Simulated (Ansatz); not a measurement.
# Fields on a plane of ZrO2 (tetragonal-ZrO2 type, space group P4_2/nmc)

```xyz
6
Lattice="3.6208 0.0000 0.0000 0.0000 3.6208 0.0000 0.0000 0.0000 5.2843" Properties=species:S:1:pos:R:3 pbc="T T T"
Zr     0.0000     0.0000     0.0000
Zr     1.8104     1.8104     2.6421
O      0.0000     1.8104     1.0173
O      0.0000     1.8104     3.6594
O      1.8104     0.0000     1.6248
O      1.8104     0.0000     4.2670
```

The slice is a (010) plane (indices of the conventional cell) through the point (0.500, 0.000, 0.307) (fractional), spanned by u = [100] and v = [001] in vectors of this cell: u (3.62 Å) and v (5.28 Å, at 90° to u). It covers one period; positions are fractions (u, v).

Atoms on it: Zr at (0.50, 0.69); O at (0.00, 0.00); O at (0.00, 0.50).

These are PBE (plane waves to 420 eV, PAW, scalar-relativistic; Ansatz, a first-principles code) values and carry that method's errors. k mesh 9×9×6. Near the nuclei the fields are pseudised (PAW); where an atom keeps semicore shells as valence, they peak there. The PAW data are Ansatz's earlier set. This is a high-temperature form of ZrO2. ZrO2 is run without spin polarisation. ZrO2 was relaxed with its symmetry unable to fall.

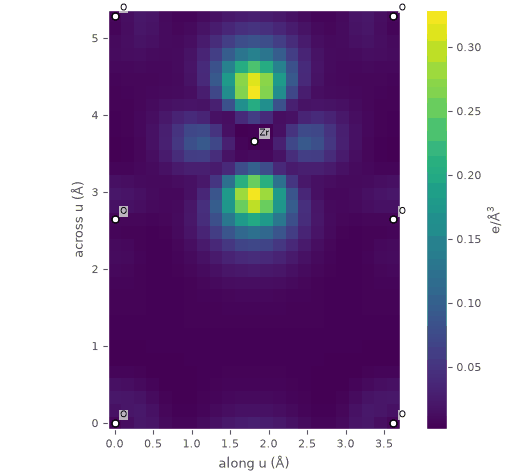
Density of the lowest conduction band (whole band as if filled, smooth part) in e/Å³, one period of the plane, atoms marked. 

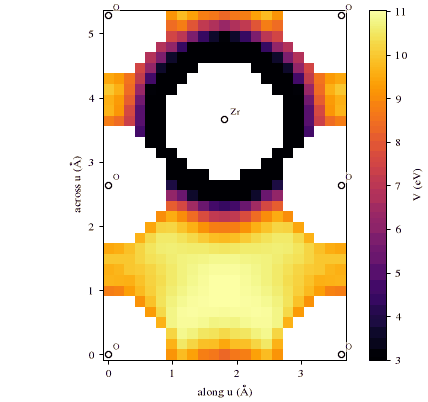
Figure. Electrostatic potential energy of an electron, from the cell's mean, in eV, one period of the plane, atoms marked. Points within 0.9 Å of a nucleus are left white, as the pseudised field means little there. Values under 3 eV are set to 3. The zero, the cell's mean, hangs on the PAW cores.

- Density on the Zr–O line (2.08 Å) at its density minimum, 1.1 Å from Zr = 0.71 e/Å³
- ELF at that point = 0.3
- Element round which the density of the highest valence band (whole band, smooth part) is largest on this plane = O
- Element round which the density of the lowest conduction band (whole band as if filled, smooth part) is largest on this plane = Zr
